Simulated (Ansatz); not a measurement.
Start from SiO2 in the rutile structure (space group P4_2/mnm, No. 136; a = 4.155 Å, c = 2.661 Å). Axes: x, y, z lie along a, b, c of the conventional cell.

Now apply this change: the cell is stretched by 2.40 % along z with no lateral relaxation, atoms relaxed at fixed cell.

Level of theory: LDA (Ansatz, a quantum-chemistry and plane-wave program; PAW; 420 eV plane waves; scalar-relativistic without spin-orbit coupling).

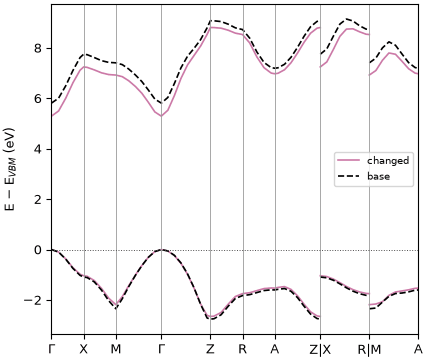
Figure: Highest valence and lowest conduction band along the path, each from its own valence-band maximum

Task: From the figure, how large is the changed gap, and is it direct?

Result: About 5.3 eV, direct at Γ.

The cells carry an imposed strain or load. Stability against distortions was not tested.
